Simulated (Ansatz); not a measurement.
# Relaxing h-BP hexagonal flake, H-capped, Sb on P sites (60 atoms)

Wanted: the relaxed structure of h-BP hexagonal flake, H-capped, Sb on P sites (60 atoms) and its electronic structure.

Method: Kohn-Sham DFT, PBE, PAW (set soft_2), plane waves, in Ansatz 0.2.0.

## 1. Starting point

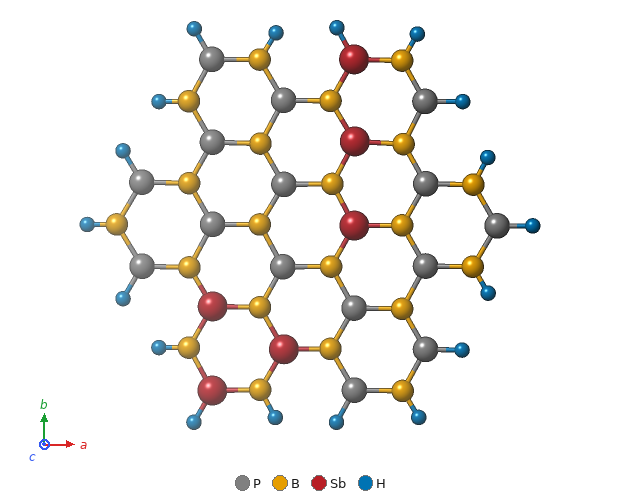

Start, viewed nearly along c; phosphorus grey, boron orange, antimony red, hydrogen blue.

The cell holds 60 atoms: 15 P, 21 B, 6 Sb and 18 H. Cell: a = 27.436 Å, b = 25.300 Å, c = 10.000 Å, α = 90.0°, β = 90.0°, γ = 90.0°. It derives from BP (h-BP). h-BP (a = 3.21 Å), rectangular cell with x along the armchair direction; hexagon of inner radius 7.5 Å, edges capped with H, 10 Å of vacuum, 6 of 21 P replaced by Sb at random; not relaxed, displaced by a Gaussian of 0.02 Å. Regions: sheet, 42 atoms (15 P, 21 B and 6 Sb); hydrogen, 18 atoms (18 H). Vacuum lies along a, b and c.

Limits known from the start: The levels lack spin–orbit coupling, which is large for the heavy elements here.

## 2. Single point at the start

The forces at the start show how far the geometry lies from a minimum of this functional.

input.yaml

```yaml
crystal:
  lattice:
    - [27.43635, 0.0, 0.0]
    - [0.0, 25.29951, 0.0]
    - [0.0, 0.0, 10.0]
  atoms:
    - { symbol: P, position: [0.26018, 0.4359, 0.5002] }
    - { symbol: B, position: [0.22412, 0.50008, 0.49982] }
    - { symbol: P, position: [0.25983, 0.56509, 0.5007] }
    - { symbol: B, position: [0.32683, 0.31102, 0.49958] }
    - { symbol: Sb, position: [0.36035, 0.24524, 0.49955], spin: 0.6 }
    - { symbol: B, position: [0.42849, 0.2467, 0.50004] }
    - { symbol: Sb, position: [0.46245, 0.30905, 0.50246] }
    - { symbol: B, position: [0.32748, 0.43438, 0.49891] }
    - { symbol: Sb, position: [0.3608, 0.37454, 0.50203] }
    - { symbol: B, position: [0.42835, 0.3735, 0.5035] }
    - { symbol: P, position: [0.46079, 0.43589, 0.50015] }
    - { symbol: B, position: [0.32726, 0.5638, 0.50071] }
    - { symbol: P, position: [0.36076, 0.50079, 0.50077] }
    - { symbol: B, position: [0.42803, 0.50077, 0.50179] }
    - { symbol: P, position: [0.46239, 0.56242, 0.50018] }
    - { symbol: B, position: [0.32706, 0.68983, 0.50425] }
    - { symbol: P, position: [0.36047, 0.62696, 0.50099] }
    - { symbol: B, position: [0.42902, 0.62509, 0.50284] }
    - { symbol: P, position: [0.46182, 0.69169, 0.49752] }
    - { symbol: P, position: [0.35973, 0.75428, 0.5014] }
    - { symbol: B, position: [0.42768, 0.7542, 0.49879] }
    - { symbol: B, position: [0.52864, 0.30989, 0.49759] }
    - { symbol: P, position: [0.5631, 0.24666, 0.50369] }
    - { symbol: B, position: [0.63172, 0.24569, 0.49968] }
    - { symbol: P, position: [0.66436, 0.30965, 0.50117] }
    - { symbol: B, position: [0.52967, 0.43639, 0.49932] }
    - { symbol: P, position: [0.56247, 0.37271, 0.49971] }
    - { symbol: B, position: [0.63085, 0.37191, 0.49835] }
    - { symbol: P, position: [0.66434, 0.43774, 0.50052] }
    - { symbol: B, position: [0.53138, 0.56344, 0.49765] }
    - { symbol: Sb, position: [0.56282, 0.49958, 0.49973] }
    - { symbol: B, position: [0.63107, 0.50018, 0.50085] }
    - { symbol: P, position: [0.66475, 0.5642, 0.50125] }
    - { symbol: B, position: [0.52884, 0.69102, 0.49971] }
    - { symbol: Sb, position: [0.5635, 0.62888, 0.50079] }
    - { symbol: B, position: [0.63282, 0.62496, 0.49557] }
    - { symbol: P, position: [0.66363, 0.6908, 0.502] }
    - { symbol: Sb, position: [0.56254, 0.75501, 0.50329], spin: 0.6 }
    - { symbol: B, position: [0.63093, 0.75334, 0.49997] }
    - { symbol: B, position: [0.73169, 0.43703, 0.50223] }
    - { symbol: B, position: [0.73238, 0.56309, 0.49835] }
    - { symbol: P, position: [0.76642, 0.49996, 0.50164] }
    - { symbol: H, position: [0.23293, 0.38595, 0.49875] }
    - { symbol: H, position: [0.18197, 0.49979, 0.50026] }
    - { symbol: H, position: [0.23296, 0.6132, 0.50013] }
    - { symbol: H, position: [0.2841, 0.31093, 0.49864] }
    - { symbol: H, position: [0.33398, 0.19641, 0.4984] }
    - { symbol: H, position: [0.45026, 0.2042, 0.50446] }
    - { symbol: H, position: [0.28411, 0.68903, 0.49747] }
    - { symbol: H, position: [0.33448, 0.80108, 0.49617] }
    - { symbol: H, position: [0.45094, 0.79525, 0.49552] }
    - { symbol: H, position: [0.53735, 0.19716, 0.49985] }
    - { symbol: H, position: [0.65464, 0.20509, 0.50018] }
    - { symbol: H, position: [0.7164, 0.30886, 0.50173] }
    - { symbol: H, position: [0.71732, 0.69067, 0.4994] }
    - { symbol: H, position: [0.53803, 0.80356, 0.50208] }
    - { symbol: H, position: [0.65261, 0.79424, 0.50021] }
    - { symbol: H, position: [0.75359, 0.39641, 0.49973] }
    - { symbol: H, position: [0.75296, 0.60486, 0.49804] }
    - { symbol: H, position: [0.81726, 0.50011, 0.50249] }
magnetization:
  spin_polarized: true
kpoints:
  mp_grid: { grid: [1, 1, 1] }
hamiltonian:
  xc: pbe
scf:
  occupations: { method: fermi_dirac, width: 0.05 }
  lower_state_search: "off"
output:
  forces: true
  populations: true
  dos:
    method: { smearing: { sigma: 0.1 } }
    de: 0.1
    projected:
      site_lists:
        B: [B]
        H: [H]
        P: [P]
        Sb: [Sb]
        sheet: [0, 1, 2, 3, 4, 5, 6, 7, 8, 9, 10, 11, 12, 13, 14, 15, 16, 17, 18, 19, 20, 21, 22, 23, 24, 25, 26, 27, 28, 29, 30, 31, 32, 33, 34, 35, 36, 37, 38, 39, 40, 41]
        hydrogen: [42, 43, 44, 45, 46, 47, 48, 49, 50, 51, 52, 53, 54, 55, 56, 57, 58, 59]
  eigenvalues: true
```

On the command line:

```console
$ ansatz run input.yaml --threads 4 --pin off --max-ram 8192MiB --backend cpu --events-out ev --progress --plain --runs-dir out
```

Numbers of over 12 decimals in the logs are rounded to 6 here.

What it wrote:

```text
Engine: ansatz 0.2.0, aarch64-unknown-linux-gnu
Pseudopotentials: kind: paw
Pseudopotential: P, paw, valence charge 5, recommended cutoff 420 eV (normal), P.paw.azcp
Pseudopotential: B, paw, valence charge 3, recommended cutoff 420 eV (normal), B.paw.azcp
Pseudopotential: Sb, paw, valence charge 15, recommended cutoff 420 eV (normal), Sb.paw.azcp
Pseudopotential: H, paw, valence charge 1, recommended cutoff 420 eV (normal), H.paw.azcp
[... 5 lines on functional and potentials left out ...]
Crystal: 60 atoms, lattice volume = 6941.262 Å³
Basis set: ecut = 420 eV, 135723 PW (Γ), exchange–correlation on 384×360×144 points (8 copies of the dense FFT grid, shifted against one another)
Bands: 184, of which v1, the nominal top of the filled ones, is band 123 counted from 1 (122 counted from 0)
Symmetry: 1 space group operations
Space group: P1 (ITA 1), of the structure as read, at distance tolerance 1.9e-4 Å
Magnetic group: BNS 1.1 (UNI 1), of the structure as read, at distance tolerance 1.9e-4 Å
k-points: 1
[... 9 lines on functional and potentials left out ...]
Initial density: superposition of atomic densities (neutral atoms: chi_scale 0, normalization atom)
Starting moments: Σ|m| = 1.2 μB on 2 of 60 sites
Initial wavefunctions: pseudopotential atomic-orbital guess
Functional: x = pbe(κ = 0.804, μ = 0.219515), c = pbe(β = 0.066725)
SCF iter   1: F=—  HF=-53807.360595 eV  |F-HF|=—  |Δ(HF+E_count)|=         —  Δρ=1.69e-2 (↑1.69e-2 ↓1.69e-2)  dr2=1.11e2  dr2_m=5.53e-1  M=0.000 μB ∫|m|=0.114 μB  β_m=0.30  ethr=3.10e-3  ⟨swp⟩=7.0  Hψ=1890  notcnv=0  defer=72
preconditioner: auto → Resta (q_TF=auto, 1.564 Å⁻¹)  ε∞=1.3  [insulator: Δε(μ)=1.252 eV  Ē_g=10.345 eV  σ=0.050 eV  W_gap=1.00  n_scr=464 (ndim 8)  ℏωp=5.9 eV  f_vac=0.783  D(μ)=0.00/eV (n_scr^D=0)  ε∞_Penn≈1.3  vacuum switching on, ρ_ref=7.8e-3 e/Å³]
spin=Collinear: Resta preconditioning applied to the charge; magnetization (m = ρ↑ − ρ↓) channel mixes plain (no charge-response kernel on spin).
SCF iter   2: F=—  HF=-53779.165773 eV  |F-HF|=—  |Δ(HF+E_count)|=    2.82e1  Δρ=8.76e-3 (↑8.64e-3 ↓8.76e-3)  dr2=1.96e1  dr2_m=2.75e-1  M=0.000 μB ∫|m|=0.094 μB  β_m=0.30  ethr=3.10e-3  ⟨swp⟩=4.0  Hψ=728  notcnv=0  defer=104
SCF iter   3: F=—  HF=-53773.821047 eV  |F-HF|=—  |Δ(HF+E_count)|=    5.34e0  Δρ=4.66e-3 (↑4.56e-3 ↓4.66e-3)  dr2=4.41e0  dr2_m=1.37e-1  M=0.000 μB ∫|m|=0.073 μB  β_m=0.30  ethr=3.10e-3  ⟨swp⟩=5.0  Hψ=914  notcnv=0  defer=104
SCF iter   4: F=—  HF=-53772.692187 eV  |F-HF|=—  |Δ(HF+E_count)|=    1.13e0  Δρ=2.05e-3 (↑2.02e-3 ↓2.05e-3)  dr2=6.87e-1  dr2_m=6.79e-2  M=0.000 μB ∫|m|=0.056 μB  β_m=0.30  ethr=1.79e-3  ⟨swp⟩=3.0  Hψ=396  notcnv=0  defer=104
SCF iter   5: F=—  HF=-53772.603874 eV  |F-HF|=—  |Δ(HF+E_count)|=   8.83e-2  Δρ=9.88e-4 (↑9.88e-4 ↓9.49e-4)  dr2=9.10e-2  dr2_m=3.38e-2  M=0.000 μB ∫|m|=0.045 μB  β_m=0.30  ethr=2.79e-4  ⟨swp⟩=3.0  Hψ=568  notcnv=0  defer=104
SCF iter   6: F=—  HF=-53772.603867 eV  |F-HF|=—  |Δ(HF+E_count)|=   6.99e-6  Δρ=6.06e-4 (↑6.06e-4 ↓5.94e-4)  dr2=2.05e-2  dr2_m=1.68e-2  M=0.000 μB ∫|m|=0.037 μB  β_m=0.30  ethr=3.70e-5  ⟨swp⟩=3.0  Hψ=496  notcnv=0  defer=104
Mixer restart at iter 6: flushing history
spin-set hold released at iteration 6 (site moments contracting): the magnetisation degrees of freedom join the quasi-Newton model from the next iteration; the mixer history was flushed
SCF iter   7: F=—  HF=-53772.604907 eV  |F-HF|=—  |Δ(HF+E_count)|=   1.04e-3  Δρ=4.22e-4 (↑4.22e-4 ↓4.21e-4)  dr2=8.49e-3  dr2_m=8.36e-3  M=0.000 μB ∫|m|=0.031 μB  β_m=0.56  ethr=8.35e-6  ⟨swp⟩=2.0  Hψ=318  notcnv=0  defer=104
SCF iter   8: F=—  HF=-53772.614377 eV  |F-HF|=—  |Δ(HF+E_count)|=   9.47e-3  Δρ=1.58e-4 (↑1.46e-4 ↓1.58e-4)  dr2=4.08e-2  dr2_m=4.11e-4  M=-0.000 μB ∫|m|=0.016 μB  β_m=0.42  ethr=3.45e-6  ⟨swp⟩=2.0  Hψ=470  notcnv=0  defer=104
SCF iter   9: F=—  HF=-53772.607829 eV  |F-HF|=—  |Δ(HF+E_count)|=   6.55e-3  Δρ=2.47e-5 (↑2.47e-5 ↓2.40e-5)  dr2=1.48e-4  dr2_m=1.21e-5  M=-0.000 μB ∫|m|=0.012 μB  β_m=0.51  ethr=3.45e-6  ⟨swp⟩=3.0  Hψ=422  notcnv=0  defer=104
[...]
SCF iter  14: F=-53772.608359 eV  HF=-53772.608359 eV  |F-HF|=5.73e-8  |Δ(HF+E_count)|=   3.69e-7  Δρ=1.00e-6 (↑9.67e-7 ↓1.00e-6)  dr2=6.91e-8  dr2_m=5.81e-8  M=-0.000 μB ∫|m|=0.002 μB  β_m=0.52  ethr=4.07e-11  ⟨swp⟩=37.0  Hψ=4558  notcnv=0
iter 15 did not close the SCF: its close was put off for a magnetic moment that had not settled (scf_convergence_deferred on its scf_iter line)
SCF iter  15: F=-53772.608359 eV  HF=-53772.608359 eV  |F-HF|=1.57e-8  |Δ(HF+E_count)|=   1.46e-7  Δρ=5.57e-7 (↑5.57e-7 ↓5.26e-7)  dr2=2.47e-8  dr2_m=1.72e-8  M=-0.000 μB ∫|m|=0.001 μB  β_m=0.56  ethr=2.81e-11  ⟨swp⟩=3.0  Hψ=1095  notcnv=0
iter 16 did not close the SCF: its close was put off for a magnetic moment that had not settled (scf_convergence_deferred on its scf_iter line)
SCF iter  16: F=-53772.608359 eV  HF=-53772.608359 eV  |F-HF|=6.69e-9  |Δ(HF+E_count)|=   4.84e-8  Δρ=3.37e-7 (↑3.37e-7 ↓2.98e-7)  dr2=2.13e-8  dr2_m=5.27e-9  M=-0.000 μB ∫|m|=0.001 μB  β_m=0.52  ethr=1.01e-11  ⟨swp⟩=1.5  Hψ=1038  notcnv=0
iter 17 did not close the SCF: its close was put off for a magnetic moment that had not settled (scf_convergence_deferred on its scf_iter line)
SCF iter  17: F=-53772.608359 eV  HF=-53772.608359 eV  |F-HF|=1.30e-9  |Δ(HF+E_count)|=   1.38e-8  Δρ=1.70e-7 (↑1.45e-7 ↓1.70e-7)  dr2=2.12e-9  dr2_m=1.41e-9  M=-0.000 μB ∫|m|=0.000 μB  β_m=0.58  ethr=8.66e-12  ⟨swp⟩=2.0  Hψ=957  notcnv=0
iter 18 did not close the SCF: its close was put off for a magnetic moment that had not settled (scf_convergence_deferred on its scf_iter line)
SCF iter  18: F=-53772.608359 eV  HF=-53772.608359 eV  |F-HF|=3.39e-9  |Δ(HF+E_count)|=   4.97e-9  Δρ=8.73e-8 (↑8.33e-8 ↓8.73e-8)  dr2=4.32e-9  dr2_m=3.46e-10  M=-0.000 μB ∫|m|=0.000 μB  β_m=0.58  ethr=1.00e-12  ⟨swp⟩=1.0  Hψ=984  notcnv=0
SCF iter  19: F=-53772.608359 eV  HF=-53772.608359 eV  |F-HF|=1.02e-10  |Δ(HF+E_count)|=  1.38e-10  Δρ=4.94e-8 (↑4.94e-8 ↓4.34e-8)  dr2=2.76e-10  dr2_m=1.22e-10  M=-0.000 μB ∫|m|=0.000 μB  ethr=1.00e-12  ⟨swp⟩=1.0  Hψ=802  notcnv=0
WARN: the starting moments were not kept: the SCF closed with an absolute magnetisation of 1.0e-4 μB, where they sum to 1.2 μB in size (2 sites). That is at most 0.1 of that sum. Measured as dr2_m measures the in/out step, that magnetisation stands 9.8e-11 eV from none, [...]
SCF 1 converged in 19 iterations: F = -53772.608359 eV  dr2 = 2.76e-10
  greatest PAW one-centre occupation: 0.997 electrons in one spin orbital (limit 2), on the Sb atom at site 8 (counted from 0), in its partial waves of l = 2
SCF converged after 19 iterations
Magnetization: -0.0000 μB (123.0000 up, 123.0000 down)
Absolute magnetization: 0.0001 μB (∫|ρ↑−ρ↓|, with the PAW one-centre terms)
Spin contamination: 0.0000 ħ² per cell (⟨S²⟩ above its minimum at these occupations)
Per-site moments (μB) at R_I (Å): [(4.936466744476658e-7, 0.605707), (-3.5368456570351604e-7, 0.477045), (4.2167488372735065e-7, 0.586997), (-4.055983532422659e-7, 0.483613), (1.056642976032452e-7, 0.590571), [...]
Free energy (F): -53772.608359 eV
Harris-Foulkes:  -53772.608359 eV  (|F-HF|=1.02e-10)
Internal energy: -53772.608359 eV  (E = F + TS)
E sigma→0 (E₀):  -53772.608359 eV
Entropy (-TS):   -0.000001 eV (-0.000 meV/atom)
Fermi energy:    -3.006767 eV
--- Per-component energies (eV) ---
  E_band       = -3663.908519
  E_kinetic    = 3627.985858
  E_local      = -87907.598929  (includes V_loc(G=0)·N_el)
  E_nonlocal   = 3001.443864
  E_hartree    = 41652.585479
  E_xc         = -2593.237768
  E_vxc        = -2499.604863  (∫ρ·V_xc dr)
  E_paw        = -37681.061199  (= ΣΔE_a)
  E_vpaw       = -3191.279594  (= ΣTr[D̂ρ^β])
  E_aug_tail   = -0.023006  (compensation charges beyond the density's cutoff)
  E_ewald      = 26127.297343
  E_smearing   = -0.000001  (= −TS)
  E_closure    = 0.000000  (closes the sum)
  Σ components = -53772.608359   (vs F -53772.608359, Δ=0.00e0)
--- Forces (eV/Å), atoms counted from 1 ---
  atom   1  P     -0.86497117     0.92761112    -0.02873837
  atom   2  B      1.82226835     0.15453830     0.00437103
  atom   3  P     -0.56893800    -1.77882165    -0.00773217
  atom   4  B     -5.60335526    -2.00653673    -0.07291089
  atom   5  Sb    -0.38001659     1.24293739     0.02933276
  atom   6  B      2.25161789    -7.67356171     0.06620399
  atom   7  Sb    -1.69761522     1.17453518     0.22792487
  atom   8  B     -5.95214566    10.54996001    -0.10590169
  atom   9  Sb     1.81486609    -3.74412944     0.20333755
  atom  10  B      3.70304468     4.89684995     0.01492850
  atom  11  P      1.03700869     0.63372561     0.02865808
  atom  12  B     -0.70562346     0.32333237     0.00937668
  atom  13  P     -0.85248043    -0.82690371    -0.01328435
  atom  14  B      0.11641014    -0.73038828    -0.04203650
[...]
atom  59  H      0.09476358    -0.07000457    -0.02832424
  atom  60  H      0.32232502    -0.02702886    -0.01304629
  max |Σ_I F_I| component: 6.00e-6 eV/Å
--- Band table (eV) ---
  k-point 0 ↑: bands = ["-32.5075", "-32.4137", "-32.3627", "-32.3319", [... 168 levels ...], "1.5589", "1.6070", "1.6256", "1.6421", "1.6484", "1.7006", "1.7431", "1.7508", "1.8318", "1.8611", "1.9052", "1.9180"]
  k-point 0 ↓: bands = ["-32.5075", "-32.4137", "-32.3627", "-32.3319", [... 168 levels ...], "1.5589", "1.6070", "1.6256", "1.6421", "1.6484", "1.7006", "1.7431", "1.7508", "1.8318", "1.8611", "1.9052", "1.9180"]
--- Löwdin populations: 60 sites ---
  site symbol       q [e]    m [muB]
     0      P      4.5124     0.0000
     1      B      3.4232    -0.0000
     2      P      4.5237     0.0000
[...]
59      H      0.9436    -0.0000
  spilling = 0.011311 (of n_electrons = 246.000000)
```

Elapsed: 2.9 min, on 4 threads of Arm Neoverse V2, shared host; peak memory 6.3 GiB; 11 min of CPU time.

The column dr2 measures how far the density is from self-consistency, as an energy; F and HF (Harris–Foulkes) agree once it is small.

The program notes that starting moments were not kept and it cut back its work space to fit the memory limit.

Numbers from this run:

| Quantity | Value |
| --- | --- |
| free energy | -53772.6084 eV |
| free energy per atom | -896.2101 eV/atom |
| SCF cycles | 19 |
| r.m.s. force component | 2.161 eV/Å |
| longest force | 12.11 eV/Å |
| Fermi energy | -3.007 eV |
| gap (highest filled to lowest empty level) | 1.575 eV |
| spilling of the projection | 0.01131 |

The r.m.s. force component of 2.2 eV/Å sets the starting point.

Length of the force by element:

| element | coordination | atoms | mean length of the force (eV/Å) | spread | least | most |
| --- | --- | --- | --- | --- | --- | --- |
| B | all | 21 | 4.33 | 3.56 | 0.401 | 12.1 |
| H | all | 18 | 1.32 | 2.21 | 0.121 | 8.10 |
| P | all | 15 | 1.35 | 0.517 | 0.745 | 2.61 |
| Sb | all | 6 | 2.02 | 1.02 | 1.07 | 4.17 |

[end of part 1 of 3]

[Logs are printed without paths, hosts, clocks, repeated set-up lines and the standing remarks that a program may print on its own settings, such as how far it seeks lower states.]

[Hosts, paths, dates, database ids (printed as entryN), source tags and the programs' standing remarks are cut or masked in the printed files.]
